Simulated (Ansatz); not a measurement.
Geometry relaxation, with input and output: C₁₈Se (part 1 of 2)

The run: geometry relaxation of C₁₈Se (slab, 19 atoms in the cell). Method and program: DFT PBE, scalar-relativistic, plane waves, PAW, no spin polarisation (Ansatz 0.2.0).

It belongs to a series of runs on one base structure; here: end point B relaxed. Figures and captions count atoms from 1; the log counts them from 0 in places.

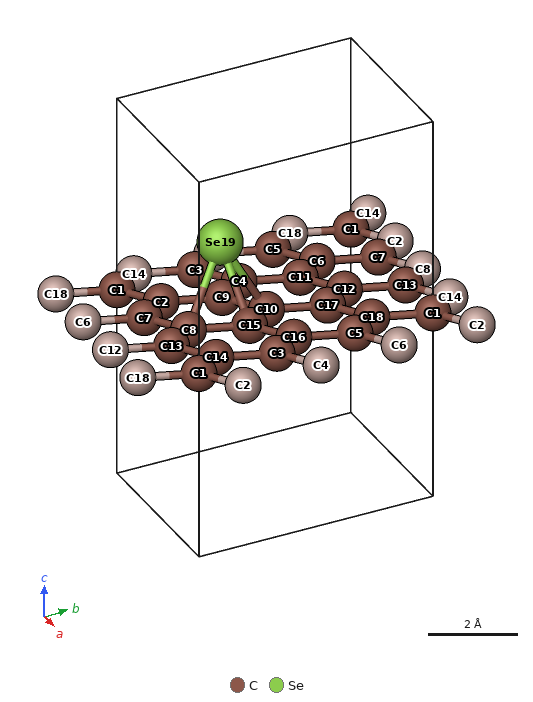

Fig. 1: The input geometry (ball-and-stick view of the cell of the calculation, with the vacuum cut short, seen slightly off an axis; neighbours outside the cell are drawn fainter; atoms are numbered from 1 in the order of the input).

Results in brief

| quantity | value |
| --- | --- |
| outcome | converged |
| electrons treated | 88 |
| free energy | −9983.2096 eV |
| Fermi energy | −1.136 eV |
| final volume | 616.17 Å³ |
| largest force (length of the vector) at the end | 0.015 eV/Å |
| hardware | 1 thread of Arm Neoverse V2, 24 GiB of memory available, shared host |
| wall time | 43 s |
| peak memory | 0.68 GiB |

Notes

The k-point mesh is coarse for a cell of this size, so the results may not be converged.

The input
```yaml
crystal:
  lattice:
    - [7.398, 0.0, 0.0]
    - [-3.699, 6.406856, 0.0]
    - [0.0, 0.0, 13.0]
  atoms:
    - { symbol: C, position: [0.0, 0.0, 0.07692308] }
    - { symbol: C, position: [0.22222222, 0.11111111, 0.07692308] }
    - { symbol: C, position: [0.0, 0.33333333, 0.07692308] }
    - { symbol: C, position: [0.22222222, 0.44444444, 0.07692308] }
    - { symbol: C, position: [0.0, 0.66666666, 0.07692308] }
    - { symbol: C, position: [0.22222222, 0.77777777, 0.07692308] }
    - { symbol: C, position: [0.33333333, 0.0, 0.07692308] }
    - { symbol: C, position: [0.55555556, 0.11111111, 0.07692308] }
    - { symbol: C, position: [0.33333333, 0.33333333, 0.07692308] }
    - { symbol: C, position: [0.55555555, 0.44444444, 0.07692308] }
    - { symbol: C, position: [0.33333333, 0.66666666, 0.07692308] }
    - { symbol: C, position: [0.55555555, 0.77777777, 0.07692308] }
    - { symbol: C, position: [0.66666667, 0.0, 0.07692308] }
    - { symbol: C, position: [0.88888889, 0.11111111, 0.07692308] }
    - { symbol: C, position: [0.66666667, 0.33333333, 0.07692308] }
    - { symbol: C, position: [0.88888889, 0.44444444, 0.07692308] }
    - { symbol: C, position: [0.66666666, 0.66666666, 0.07692308] }
    - { symbol: C, position: [0.88888889, 0.77777777, 0.07692308] }
    - { symbol: Se, position: [0.51851852, 0.25925926, 0.21230769] }
basis:
  ecutwfc: 420.0
kpoints:
  mp_grid: { grid: [2, 2, 1] }
hamiltonian:
  xc: pbe
scf:
  occupations: { method: fermi_dirac, width: 0.05 }
  lower_state_search: "off"
relax:
  f_tol: 0.03
  max_steps: 60
  adjacent_minimum: "off"
```

Run as:
```bash
ansatz run input.yaml --threads 1 --pin off --max-ram 3072MiB --backend cpu --events-out ev --progress --plain --runs-dir out
```

Output
```
Engine: ansatz 0.2.0, aarch64-unknown-linux-gnu
Pseudopotentials: kind: paw
Pseudopotential: C, paw, valence charge 4, recommended cutoff 420 eV (normal), C.paw.azcp
Pseudopotential: Se, paw, valence charge 16, recommended cutoff 420 eV (normal), Se.paw.azcp
Functional definition: PBE
  parameter kappa = 0.804
  parameter beta = 0.06672455060314922
  exchange = pbe_x(kappa = kappa, mu = beta*pi^2/3)
  correlation = pbe_c(beta = beta)
Crystal: 19 atoms, lattice volume = 616.173 Å³
Basis set: ecut = 420 eV, 12055 PW (Γ), exchange–correlation on 100×100×180 points (8 copies of the dense FFT grid, shifted against one another)
Bands: 63, of which v1, the nominal top of the filled ones, is band 44 counted from 1 (43 counted from 0)
Symmetry: 2 space group operations
Space group: Cm (ITA 8), of the structure as read, at distance tolerance 8.5e-5 Å
k-points: 3 of 4
Non-local potential: C, projectors of the file, l = 0: 2, l = 1: 2, l = 2: 1
Non-local potential: Se, projectors of the file, l = 0: 2, l = 1: 2, l = 2: 3, l = 3: 1
PAW form: soft (Blöchl's): semilocal exchange-correlation on the pseudo side does not see the compensation charge
PAW one-centre angular grid: C, 110 points (default); XC on 64 Gauss nodes
PAW one-centre angular grid: Se, 590 points (default); XC on 64 Gauss nodes
Initial density: superposition of atomic densities (neutral atoms: chi_scale 0, normalization atom), corrected by the library's trained network
Initial wavefunctions: pseudopotential atomic-orbital guess
Functional: x = pbe(κ = 0.804, μ = 0.2195149727645171), c = pbe(β = 0.06672455060314922)
SCF iter   1: F=—  HF=-9980.501648 eV  |F-HF|=—  |Δ(HF+E_count)|=         —  Δρ=4.89e-3  dr2=2.43e-1  ethr=1.77e-3  ⟨swp⟩=11.7  Hψ=1193  notcnv=0  defer=22
preconditioner: auto → LDOS  [metal: Δε(μ)=0.095 eV  Ē_g=13.921 eV  σ=0.050 eV  W_gap=0.42  n_scr=86 (ndim 8)  ℏωp=13.2 eV  f_vac=0.670  D(μ)=5.62/eV (n_scr^D=22)  β→1.0]
SCF iter   2: F=—  HF=-9980.494005 eV  |F-HF|=—  |Δ(HF+E_count)|=   7.64e-3  Δρ=2.76e-3  dr2=6.33e-2  ethr=2.76e-4  ⟨swp⟩=3.3  Hψ=366  notcnv=0  defer=34
SCF iter   3: F=—  HF=-9980.482866 eV  |F-HF|=—  |Δ(HF+E_count)|=   1.11e-2  Δρ=7.54e-4  dr2=6.83e-3  ethr=7.19e-5  ⟨swp⟩=2.3  Hψ=274  notcnv=0  defer=34
SCF iter   4: F=—  HF=-9980.482680 eV  |F-HF|=—  |Δ(HF+E_count)|=   1.86e-4  Δρ=3.54e-4  dr2=1.43e-3  ethr=7.76e-6  ⟨swp⟩=2.0  Hψ=279  notcnv=0  defer=34
SCF iter   5: F=—  HF=-9980.482621 eV  |F-HF|=—  |Δ(HF+E_count)|=   5.83e-5  Δρ=2.00e-4  dr2=6.13e-4  ethr=1.62e-6  ⟨swp⟩=2.0  Hψ=250  notcnv=0  defer=34
SCF iter   6: F=—  HF=-9980.482572 eV  |F-HF|=—  |Δ(HF+E_count)|=   4.96e-5  Δρ=1.15e-4  dr2=2.03e-4  ethr=6.97e-7  ⟨swp⟩=2.3  Hψ=226  notcnv=0  defer=34
SCF iter   7: F=—  HF=-9980.482554 eV  |F-HF|=—  |Δ(HF+E_count)|=   1.78e-5  Δρ=4.85e-5  dr2=3.79e-5  ethr=2.30e-7  ⟨swp⟩=3.0  Hψ=263  notcnv=0  defer=34
SCF iter   8: F=-9980.482552 eV  HF=-9980.482555 eV  |F-HF|=2.21e-6  |Δ(HF+E_count)|=   4.48e-7  Δρ=2.07e-5  dr2=5.23e-6  ethr=2.56e-8  ⟨swp⟩=4.0  Hψ=578  notcnv=0
SCF 1 converged in 8 iterations: F = -9980.482552 eV  dr2 = 5.23e-6
  greatest PAW one-centre occupation: 1.000 electrons in one spin orbital (limit 2), on the Se atom at site 18 (counted from 0), in its partial waves of l = 2
relax step   1: F+E_penalty+E_count = -9980.48255233 eV  Δ(F+E_penalty+E_count) = +0.000e0 eV  max|allowed force component| = 7.097e0 eV/Å  Δτ_max = 0.0000 Å  (8 SCF iters, dr2 threshold 2.25e-5 eV, accepted)
Initial density: handed on by an earlier stage of this run
Initial wavefunctions: those handed on with the density
iter 1 solved again at ethr=5.66e-4 eV; its pass at ethr=3.10e-3 eV (dr2=4.98e-1 eV) is discarded
SCF iter   1: F=—  HF=-9981.981181 eV  |F-HF|=—  |Δ(HF+E_count)|=         —  Δρ=6.45e-3  dr2=4.82e-1  ethr=5.66e-4  ⟨swp⟩=1.0  Hψ=745  notcnv=0  defer=34
preconditioner: auto → LDOS  [metal: Δε(μ)=0.025 eV  Ē_g=13.770 eV  σ=0.050 eV  W_gap=0.13  n_scr=86 (ndim 8)  ℏωp=13.2 eV  f_vac=0.668  D(μ)=4.95/eV (n_scr^D=22)  β→1.0]
SCF iter   2: F=—  HF=-9981.916753 eV  |F-HF|=—  |Δ(HF+E_count)|=   6.44e-2  Δρ=3.48e-3  dr2=1.55e-1  ethr=5.47e-4  ⟨swp⟩=2.7  Hψ=254  notcnv=0  defer=34
SCF iter   3: F=—  HF=-9981.893903 eV  |F-HF|=—  |Δ(HF+E_count)|=   2.28e-2  Δρ=1.02e-3  dr2=1.56e-2  ethr=1.76e-4  ⟨swp⟩=2.0  Hψ=312  notcnv=0  defer=34
SCF iter   4: F=—  HF=-9981.892124 eV  |F-HF|=—  |Δ(HF+E_count)|=   1.78e-3  Δρ=3.08e-4  dr2=1.05e-3  ethr=1.77e-5  ⟨swp⟩=2.0  Hψ=241  notcnv=0  defer=34
SCF iter   5: F=—  HF=-9981.892145 eV  |F-HF|=—  |Δ(HF+E_count)|=   2.12e-5  Δρ=1.47e-4  dr2=2.23e-4  ethr=1.19e-6  ⟨swp⟩=2.7  Hψ=263  notcnv=0  defer=34
SCF iter   6: F=-9981.892131 eV  HF=-9981.892155 eV  |F-HF|=2.34e-5  |Δ(HF+E_count)|=   9.81e-6  Δρ=8.38e-5  dr2=5.90e-5  ethr=1.14e-7  ⟨swp⟩=3.0  Hψ=663  notcnv=0
SCF 2 converged in 6 iterations: F = -9981.892131 eV  dr2 = 5.90e-5
relax step   2: F+E_penalty+E_count = -9981.89213122 eV  Δ(F+E_penalty+E_count) = -1.410e0 eV  max|allowed force component| = 3.936e0 eV/Å  Δτ_max = 0.1948 Å  (6 SCF iters, dr2 threshold 1.00e-4 eV, accepted)
iter 1 solved again at ethr=2.51e-4 eV; its pass at ethr=3.10e-3 eV (dr2=2.21e-1 eV) is discarded
SCF iter   1: F=—  HF=-9982.670801 eV  |F-HF|=—  |Δ(HF+E_count)|=         —  Δρ=5.28e-3  dr2=2.09e-1  ethr=2.51e-4  ⟨swp⟩=1.7  Hψ=686  notcnv=0  defer=34
preconditioner: auto → LDOS  [metal: Δε(μ)=0.018 eV  Ē_g=13.746 eV  σ=0.050 eV  W_gap=0.09  n_scr=86 (ndim 8)  ℏωp=13.2 eV  f_vac=0.663  D(μ)=4.97/eV (n_scr^D=22)  β→1.0]
SCF iter   2: F=—  HF=-9982.637493 eV  |F-HF|=—  |Δ(HF+E_count)|=   3.33e-2  Δρ=2.39e-3  dr2=5.28e-2  ethr=2.38e-4  ⟨swp⟩=2.3  Hψ=312  notcnv=0  defer=34
SCF iter   3: F=—  HF=-9982.625419 eV  |F-HF|=—  |Δ(HF+E_count)|=   1.21e-2  Δρ=6.73e-4  dr2=7.23e-3  ethr=6.00e-5  ⟨swp⟩=2.0  Hψ=332  notcnv=0  defer=34
SCF iter   4: F=—  HF=-9982.624501 eV  |F-HF|=—  |Δ(HF+E_count)|=   9.18e-4  Δρ=2.18e-4  dr2=5.19e-4  ethr=8.22e-6  ⟨swp⟩=2.0  Hψ=260  notcnv=0  defer=34
SCF iter   5: F=-9982.624451 eV  HF=-9982.624476 eV  |F-HF|=2.51e-5  |Δ(HF+E_count)|=   2.54e-5  Δρ=8.87e-5  dr2=8.28e-5  ethr=1.14e-7  ⟨swp⟩=3.0  Hψ=705  notcnv=0
SCF 3 converged in 5 iterations: F = -9982.624451 eV  dr2 = 8.28e-5
relax step   3: F+E_penalty+E_count = -9982.62445082 eV  Δ(F+E_penalty+E_count) = -7.323e-1 eV  max|allowed force component| = 1.708e0 eV/Å  Δτ_max = 0.1949 Å  (5 SCF iters, dr2 threshold 1.00e-4 eV, accepted)
SCF iter   1: F=—  HF=-9983.029730 eV  |F-HF|=—  |Δ(HF+E_count)|=         —  Δρ=5.60e-3  dr2=1.81e-1  ethr=2.54e-3  ⟨swp⟩=3.7  Hψ=466  notcnv=0  defer=32
preconditioner: auto → LDOS  [metal: Δε(μ)=0.043 eV  Ē_g=13.733 eV  σ=0.050 eV  W_gap=0.21  n_scr=86 (ndim 8)  ℏωp=13.2 eV  f_vac=0.660  D(μ)=4.86/eV (n_scr^D=22)  β→1.0]
SCF iter   2: F=—  HF=-9982.998519 eV  |F-HF|=—  |Δ(HF+E_count)|=   3.12e-2  Δρ=2.44e-3  dr2=4.93e-2  ethr=2.06e-4  ⟨swp⟩=3.0  Hψ=393  notcnv=0  defer=33
SCF iter   3: F=—  HF=-9982.985181 eV  |F-HF|=—  |Δ(HF+E_count)|=   1.33e-2  Δρ=6.05e-4  dr2=4.05e-3  ethr=5.60e-5  ⟨swp⟩=2.0  Hψ=312  notcnv=0  defer=33
SCF iter   4: F=—  HF=-9982.984682 eV  |F-HF|=—  |Δ(HF+E_count)|=   4.99e-4  Δρ=2.15e-4  dr2=4.19e-4  ethr=4.61e-6  ⟨swp⟩=2.0  Hψ=289  notcnv=0  defer=33
SCF iter   5: F=-9982.984672 eV  HF=-9982.984662 eV  |F-HF|=1.04e-5  |Δ(HF+E_count)|=   2.03e-5  Δρ=6.44e-5  dr2=3.21e-5  ethr=1.14e-7  ⟨swp⟩=3.0  Hψ=739  notcnv=0
SCF 4 converged in 5 iterations: F = -9982.984672 eV  dr2 = 3.21e-5
relax step   4: F+E_penalty+E_count = -9982.98467244 eV  Δ(F+E_penalty+E_count) = -3.602e-1 eV  max|allowed force component| = 6.785e-1 eV/Å  Δτ_max = 0.1986 Å  (5 SCF iters, dr2 threshold 1.00e-4 eV, accepted)
SCF iter   1: F=—  HF=-9983.189985 eV  |F-HF|=—  |Δ(HF+E_count)|=         —  Δρ=5.65e-3  dr2=1.56e-1  ethr=2.18e-3  ⟨swp⟩=3.3  Hψ=458  notcnv=0  defer=32
preconditioner: auto → LDOS  [metal: Δε(μ)=0.071 eV  Ē_g=13.746 eV  σ=0.050 eV  W_gap=0.34  n_scr=86 (ndim 8)  ℏωp=13.2 eV  f_vac=0.659  D(μ)=4.87/eV (n_scr^D=22)  β→1.0]
SCF iter   2: F=—  HF=-9983.158667 eV  |F-HF|=—  |Δ(HF+E_count)|=   3.13e-2  Δρ=2.10e-3  dr2=2.93e-2  ethr=1.78e-4  ⟨swp⟩=3.0  Hψ=385  notcnv=0  defer=33
SCF iter   3: F=—  HF=-9983.150421 eV  |F-HF|=—  |Δ(HF+E_count)|=   8.25e-3  Δρ=4.31e-4  dr2=1.46e-3  ethr=3.32e-5  ⟨swp⟩=2.0  Hψ=277  notcnv=0  defer=33
SCF iter   4: F=—  HF=-9983.150565 eV  |F-HF|=—  |Δ(HF+E_count)|=   1.44e-4  Δρ=1.90e-4  dr2=3.44e-4  ethr=1.66e-6  ⟨swp⟩=2.0  Hψ=283  notcnv=0  defer=33
SCF iter   5: F=-9983.150530 eV  HF=-9983.150536 eV  |F-HF|=5.82e-6  |Δ(HF+E_count)|=   2.91e-5  Δρ=6.78e-5  dr2=4.13e-5  ethr=8.26e-8  ⟨swp⟩=3.0  Hψ=731  notcnv=0
SCF 5 converged in 5 iterations: F = -9983.150530 eV  dr2 = 4.13e-5
relax step   5: F+E_penalty+E_count = -9983.15052984 eV  Δ(F+E_penalty+E_count) = -1.659e-1 eV  max|allowed force component| = 3.856e-1 eV/Å  Δτ_max = 0.2000 Å  (5 SCF iters, dr2 threshold 7.27e-5 eV, accepted)
SCF iter   1: F=—  HF=-9983.233607 eV  |F-HF|=—  |Δ(HF+E_count)|=         —  Δρ=4.89e-3  dr2=1.33e-1  ethr=1.65e-3  ⟨swp⟩=3.7  Hψ=454  notcnv=0  defer=33
preconditioner: auto → LDOS  [metal: Δε(μ)=0.114 eV  Ē_g=13.751 eV  σ=0.050 eV  W_gap=0.49  n_scr=86 (ndim 8)  ℏωp=13.2 eV  f_vac=0.658  D(μ)=5.34/eV (n_scr^D=22)  β→1.0]
SCF iter   2: F=—  HF=-9983.209395 eV  |F-HF|=—  |Δ(HF+E_count)|=   2.42e-2  Δρ=1.70e-3  dr2=1.77e-2  ethr=1.51e-4  ⟨swp⟩=2.0  Hψ=374  notcnv=0  defer=34
SCF iter   3: F=—  HF=-9983.205494 eV  |F-HF|=—  |Δ(HF+E_count)|=   3.90e-3  Δρ=4.36e-4  dr2=1.73e-3  ethr=2.01e-5  ⟨swp⟩=2.0  Hψ=310  notcnv=0  defer=34
SCF iter   4: F=—  HF=-9983.205542 eV  |F-HF|=—  |Δ(HF+E_count)|=   4.83e-5  Δρ=2.01e-4  dr2=3.36e-4  ethr=1.96e-6  ⟨swp⟩=2.0  Hψ=269  notcnv=0  defer=34
SCF iter   5: F=—  HF=-9983.205511 eV  |F-HF|=—  |Δ(HF+E_count)|=   3.13e-5  Δρ=7.06e-5  dr2=4.53e-5  ethr=3.82e-7  ⟨swp⟩=2.0  Hψ=270  notcnv=0  defer=34
SCF iter   6: F=-9983.205520 eV  HF=-9983.205520 eV  |F-HF|=7.25e-7  |Δ(HF+E_count)|=   9.82e-6  Δρ=2.78e-5  dr2=6.78e-6  ethr=2.67e-8  ⟨swp⟩=5.0  Hψ=582  notcnv=0
SCF 6 converged in 6 iterations: F = -9983.205520 eV  dr2 = 6.78e-6
relax step   6: F+E_penalty+E_count = -9983.20551968 eV  Δ(F+E_penalty+E_count) = -5.499e-2 eV  max|allowed force component| = 1.042e-1 eV/Å  Δτ_max = 0.2000 Å  (6 SCF iters, dr2 threshold 2.35e-5 eV, accepted)
SCF iter   1: F=—  HF=-9983.212107 eV  |F-HF|=—  |Δ(HF+E_count)|=         —  Δρ=1.86e-3  dr2=1.46e-2  ethr=2.73e-4  ⟨swp⟩=4.0  Hψ=432  notcnv=0  defer=34
preconditioner: auto → LDOS  [insulator: Δε(μ)=0.155 eV  Ē_g=13.770 eV  σ=0.050 eV  W_gap=0.62  n_scr=86 (ndim 8)  ℏωp=13.2 eV  f_vac=0.658  D(μ)=4.49/eV (n_scr^D=22)  ε∞_Penn≈1.9  β→1.0]
SCF iter   2: F=—  HF=-9983.209543 eV  |F-HF|=—  |Δ(HF+E_count)|=   2.56e-3  Δρ=6.64e-4  dr2=3.10e-3  ethr=1.66e-5  ⟨swp⟩=2.0  Hψ=369  notcnv=0  defer=34
SCF iter   3: F=—  HF=-9983.209088 eV  |F-HF|=—  |Δ(HF+E_count)|=   4.54e-4  Δρ=3.26e-4  dr2=9.37e-4  ethr=3.52e-6  ⟨swp⟩=2.0  Hψ=299  notcnv=0  defer=34
SCF iter   4: F=—  HF=-9983.208930 eV  |F-HF|=—  |Δ(HF+E_count)|=   1.59e-4  Δρ=1.02e-4  dr2=7.89e-5  ethr=1.06e-6  ⟨swp⟩=2.0  Hψ=263  notcnv=0  defer=34
SCF iter   5: F=—  HF=-9983.208720 eV  |F-HF|=—  |Δ(HF+E_count)|=   2.10e-4  Δρ=2.92e-5  dr2=7.20e-6  ethr=8.97e-8  ⟨swp⟩=2.0  Hψ=241  notcnv=0  defer=34
SCF iter   6: F=—  HF=-9983.208725 eV  |F-HF|=—  |Δ(HF+E_count)|=   5.17e-6  Δρ=1.16e-5  dr2=1.15e-6  ethr=8.19e-9  ⟨swp⟩=2.0  Hψ=252  notcnv=0  defer=34
SCF iter   7: F=—  HF=-9983.208726 eV  |F-HF|=—  |Δ(HF+E_count)|=   9.02e-7  Δρ=3.93e-6  dr2=1.64e-7  ethr=1.31e-9  ⟨swp⟩=2.0  Hψ=262  notcnv=0  defer=34
SCF iter   8: F=-9983.208726 eV  HF=-9983.208726 eV  |F-HF|=3.20e-8  |Δ(HF+E_count)|=   7.99e-8  Δρ=1.64e-6  dr2=2.55e-8  ethr=1.14e-10  ⟨swp⟩=4.0  Hψ=579  notcnv=0
SCF 7 converged in 8 iterations: F = -9983.208726 eV  dr2 = 2.55e-8
relax step   7: F+E_penalty+E_count = -9983.20872583 eV  Δ(F+E_penalty+E_count) = -3.206e-3 eV  max|allowed force component| = 1.064e-1 eV/Å  Δτ_max = 0.0873 Å  (8 SCF iters, accepted)
SCF iter   1: F=—  HF=-9983.210195 eV  |F-HF|=—  |Δ(HF+E_count)|=         —  Δρ=5.45e-4  dr2=1.55e-3  ethr=3.53e-6  ⟨swp⟩=3.3  Hψ=443  notcnv=0  defer=34
preconditioner: auto → LDOS  [insulator: Δε(μ)=0.150 eV  Ē_g=13.772 eV  σ=0.050 eV  W_gap=0.61  n_scr=86 (ndim 8)  ℏωp=13.2 eV  f_vac=0.658  D(μ)=4.66/eV (n_scr^D=22)  ε∞_Penn≈1.9  β→1.0]
SCF iter   2: F=—  HF=-9983.209943 eV  |F-HF|=—  |Δ(HF+E_count)|=   2.51e-4  Δρ=2.92e-4  dr2=6.97e-4  ethr=1.76e-6  ⟨swp⟩=2.0  Hψ=324  notcnv=0  defer=34
SCF iter   3: F=—  HF=-9983.209800 eV  |F-HF|=—  |Δ(HF+E_count)|=   1.44e-4  Δρ=1.13e-4  dr2=1.14e-4  ethr=7.93e-7  ⟨swp⟩=2.0  Hψ=264  notcnv=0  defer=34
SCF iter   4: F=—  HF=-9983.209766 eV  |F-HF|=—  |Δ(HF+E_count)|=   3.32e-5  Δρ=3.00e-5  dr2=8.52e-6  ethr=1.29e-7  ⟨swp⟩=2.0  Hψ=260  notcnv=0  defer=34
SCF iter   5: F=—  HF=-9983.209561 eV  |F-HF|=—  |Δ(HF+E_count)|=   2.05e-4  Δρ=1.18e-5  dr2=1.26e-6  ethr=9.68e-9  ⟨swp⟩=2.3  Hψ=227  notcnv=0  defer=34
SCF iter   6: F=—  HF=-9983.209562 eV  |F-HF|=—  |Δ(HF+E_count)|=   1.09e-6  Δρ=5.02e-6  dr2=2.60e-7  ethr=1.43e-9  ⟨swp⟩=2.0  Hψ=262  notcnv=0  defer=34
SCF iter   7: F=-9983.209563 eV  HF=-9983.209563 eV  |F-HF|=7.48e-9  |Δ(HF+E_count)|=   1.86e-7  Δρ=1.69e-6  dr2=2.64e-8  ethr=1.14e-10  ⟨swp⟩=5.0  Hψ=648  notcnv=0
SCF 8 converged in 7 iterations: F = -9983.209563 eV  dr2 = 2.64e-8
relax step   8: F+E_penalty+E_count = -9983.20956257 eV  Δ(F+E_penalty+E_count) = -8.367e-4 eV  max|allowed force component| = 1.265e-2 eV/Å  Δτ_max = 0.0070 Å  (7 SCF iters, accepted)
```

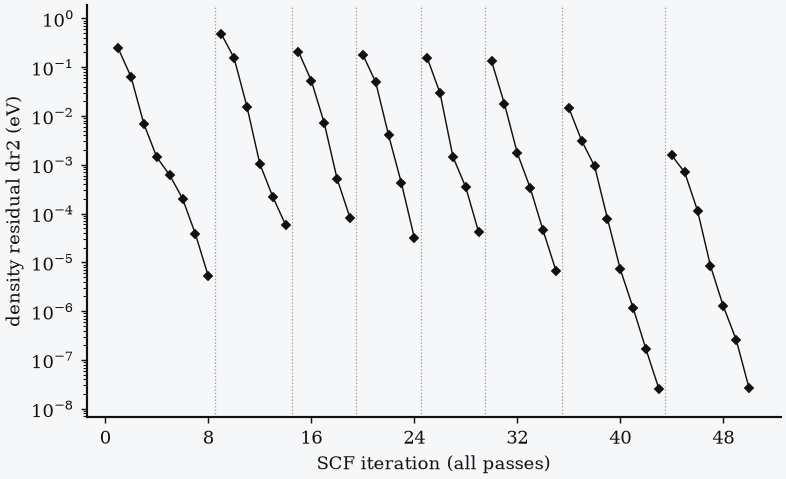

Fig. 2: Convergence of the self-consistent field: density residual dr2 against the SCF iteration. The dotted lines part the SCF passes of the relaxation: geometry steps, rejected trials and re-solves on a re-selected basis. The 8 passes take 5 to 8 iterations each, 50 in all.
